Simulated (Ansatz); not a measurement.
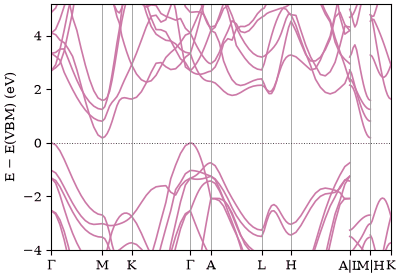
Band structure from r²SCAN+D4 (plane waves, PAW; program Ansatz)

Q: Read off the gap and where the band edges lie.

A: About 0.2 eV (0.19 eV by a search for the band edges); maximum at Γ, minimum at M.

The material is BP in space group P6_222 (No. 180; B on 3d, P on 3c).

The start of the workflow was typed in or built on a structure type; neither database checked (COD, Materials Project) lists it. It is not the phase usual at ambient conditions (space group No. 216). The r²SCAN+D4 relaxation kept the symmetry of its start; its stability against distortions is not shown here.

Potentials: the later of the program's two PAW sets.
